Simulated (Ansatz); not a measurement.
# FH6HfN3: what the fields show

Input file:

```
crystal:
  periodic: [false, false, false]
  atoms:
    - symbol: F
      position_ang: [1.318621, 2.018166, 0.258591]
    - symbol: Hf
      position_ang: [0.185330, 0.470040, -0.006817]
    - symbol: "N"
      position_ang: [-1.760383, 0.998674, -0.298661]
    - symbol: N
      position_ang: [0.229192, -0.783172, 1.598759]
    - symbol: "N"
      position_ang: [0.760065, -0.617677, -1.630708]
    - symbol: H
      position_ang: [-2.572857, 0.585672, 0.152063]
    - symbol: H
      position_ang: [-2.076775, 1.788882, -0.857716]
    - symbol: H
      position_ang: [0.343089, -1.793244, 1.574389]
    - symbol: H
      position_ang: [0.230870, -0.488463, 2.573558]
    - symbol: H
      position_ang: [1.723888, -0.813809, -1.894663]
    - symbol: H
      position_ang: [0.153011, -0.979479, -2.361745]
basis:
  gaussian: {orbitals: def2-TZVPD}
hamiltonian: {xc: {name: PBE0}}
output: {forces: true, orbitals: {seedname: orbitals}}
```

Command:

```sh
ansatz run input.yaml --threads 2 --pin off --max-ram 5220MiB --events-out events.jsonl --progress --plain --runs-dir runs
```

Geometry: PBE0-D4/def2-SVP; core potentials replace the inner electrons of Hf.

The calculation used isolated molecule in a Gaussian basis; Kohn-Sham density functional theory, functional PBE0 (Ansatz 0.2.0).

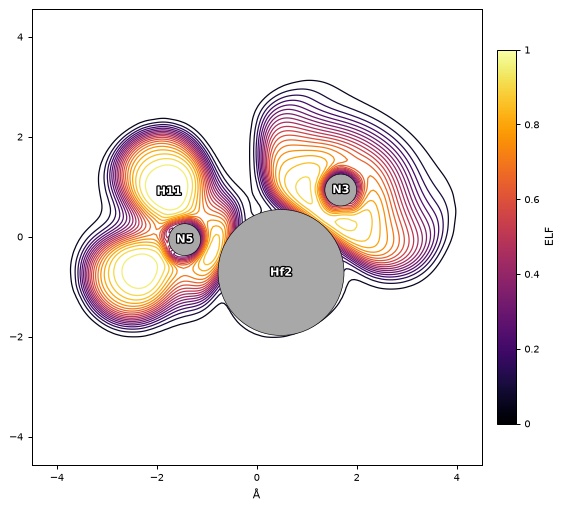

Figure 1. ELF on the plane of atoms N3, Hf2 and N5. Grey discs cover the atomic cores.

**Read the bonding off the picture.**

- Atoms in the plane: Hf, N and H.
- Hf–N (2.04 Å): the ELF peaks at about 0.90 in the valence shell of N, 0.6 Å from its nucleus, and is about 0.30 at the midpoint.
- N–H (1.02 Å): the ELF climbs to about 1 towards the hydrogen, as it does in any bond to H; an ordinary covalent bond to hydrogen.

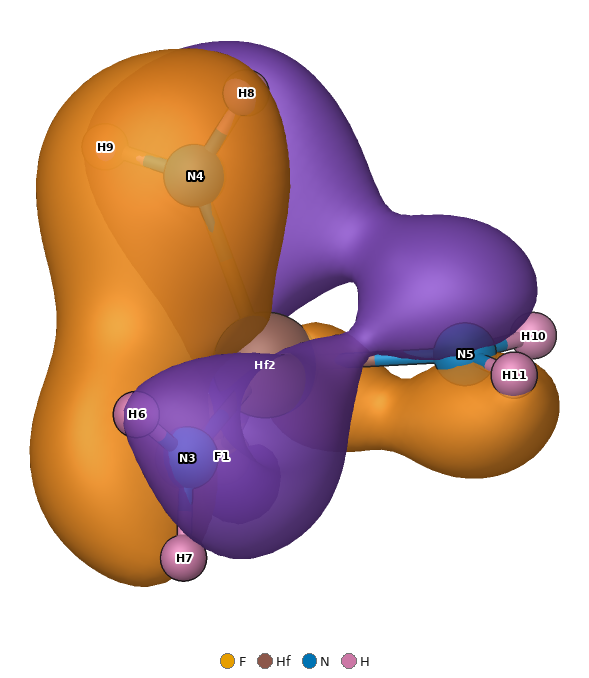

Figure 2. The HOMO−1 at ±0.06 Å⁻³ᐟ² (orange and purple are the two phases), seen at a tilt.

**Where does this orbital lie, and at what energy?**

By Hirshfeld shares it lies mainly on N4 (about 45 %), N3 (about 20 %), Hf2 (about 15 %) and N5 (about 5 %); largely a combination of lone pairs on N4, N3 and N5. It is one of a degenerate set, so its orientation is arbitrary. Its energy is −7.52 eV.

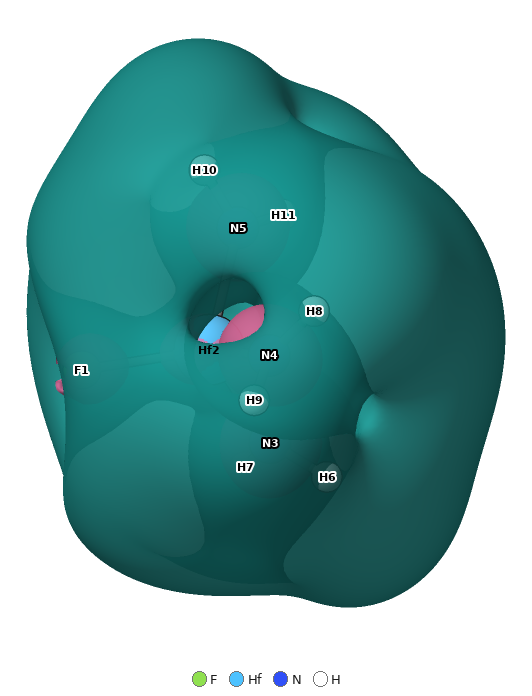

Figure 3. The LUMO at ±0.04 Å⁻³ᐟ² (teal and pink are the two phases), seen at an oblique angle.

**Where does this orbital lie, and at what energy?**

It lies mainly on Hf2 (about 50 %), H6 (about 5 %), H8 (about 5 %) and H11 (about 5 %). Its energy is −0.29 eV.
